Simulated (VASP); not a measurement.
Band structure of ZrO (relaxed from the zinc blende structure, space group F-43m). Level of theory: PBEsol GGA, VASP's PBE PAW potentials (set 64) (plane waves; VASP).

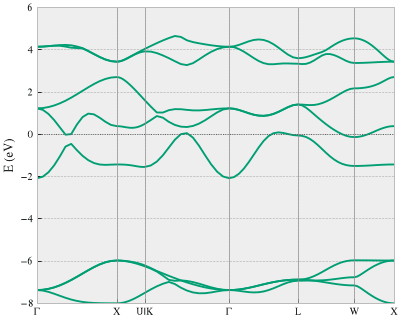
Figure. Bands along high-symmetry lines, zero at the valence-band maximum or, without a gap, the Fermi level

### Question
Read the plot: is there a gap, and where are the band edges?

### Answer
It has no gap at this level: it comes out as a metal or semimetal. (Edges off the drawn lines would not show.)

The structure was generated: ZrO was put into the zinc blende type (F-43m), which need not be its known phase. It was relaxed first, which changed the volume by -30 %.
